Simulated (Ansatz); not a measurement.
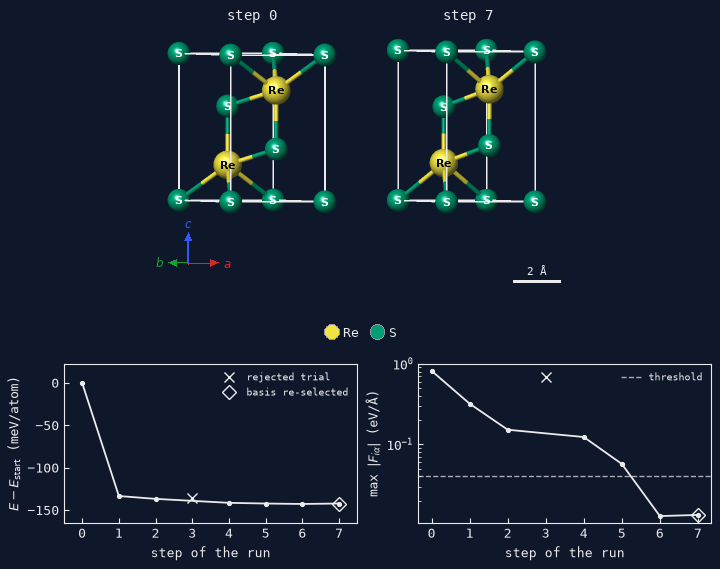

First and last geometry of a relaxation of solid Re$_{2}$S$_{3}$ (built on the A-type sesquioxide_164 type) (coarse preliminary run), with the history of the run. The picture is a ball-and-stick view of the cell of the calculation, seen from a free direction.

Case: A-type sesquioxide type (P-3m1, No. 164).

These are results of DFT PBE, scalar-relativistic, plane waves, PAW (Ansatz 0.2.0), not measurements. Set-up: plane-wave cutoff 420 eV; k-point mesh 6 × 6 × 4; occupations gaussian; smearing width 0.1 eV; no spin polarisation; cell and atoms relaxed; force threshold 0.04 eV/Å; at most 70 steps.

**Did the run converge, and what did it change?**

It converged. The largest moves relative to the cell, 0.11 Å, are those of S atoms. Largest moves by element: S 0.11 Å, Re 0.05 Å. The drawn cell changes as follows: a 4.055 → 3.801 Å (−6.2 %), b 4.055 → 3.802 Å (−6.2 %), c 6.308 → 6.443 Å (+2.1 %); the volume changes by −10.2 %. Among the contacts that change: Re–S 2.442 → 2.326 Å, Re–S 2.523 → 2.416 Å, Re–S 2.805 → 2.733 Å. Among the angles between lasting bonds that change: Re–S–Re 92.6° → 88.1°, Re–S–Re 87.4° → 91.9°, Re–S–Re 106.5° → 109.3°. The space group stays P-3m1 (No. 164). The energy falls by 142 meV per atom in 5 accepted moves (7 points after the start). The largest force component goes from 0.82 to 0.013 eV/Å. Pressure: −15.53 GPa at the start and −0.02 GPa at the end. The line search rejected the trial step at point 3 of the run. The SCF was repeated once at an unchanged geometry on a basis and grid sized afresh for the cell, which shifted the energy by 0.5 meV per atom at most. The run took 58 s on 1 thread of Arm Neoverse N1 (shared host), peak memory 0.37 GiB.
